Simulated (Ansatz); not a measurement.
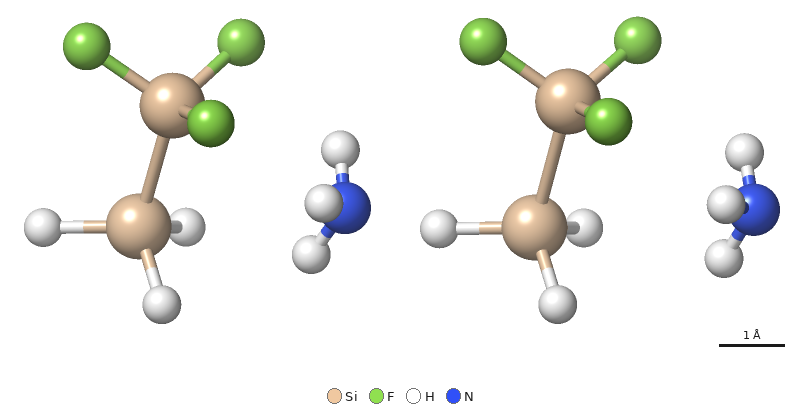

Two geometries of Si2NH6F3, drawn at one scale. One is the start of a relaxation, the other its converged end. Style: ball-and-stick. Shown at a tilt.

All numbers below come from UKS BLYP-D4/def2-SVP (Ansatz 0.2.0). Set-up: collinear spin; force threshold 0.03 eV/Å; at most 50 steps.

Which one is relaxed?

Answer. The right one is the relaxed one. The run prepares an end point of a later path (reaction) calculation, from a guessed geometry. An H atom moves most after the best rigid fit: 0.21 Å. By element the largest moves are H 0.21 Å, N 0.14 Å, F 0.10 Å, Si 0.10 Å. Some distances before and after: Si–Si 2.256 → 2.345 Å. Bond angles that change, for instance: H–N–H 111.2° → 108.4°. The energy falls by 1.69 kcal/mol in 4 geometry steps. Largest force component: 1 eV/Å at the start, 0.016 eV/Å at the end.

Limits of the set-up: the start holds two separate molecules, 2.3 Å apart at their closest, whose relative position is a soft coordinate.
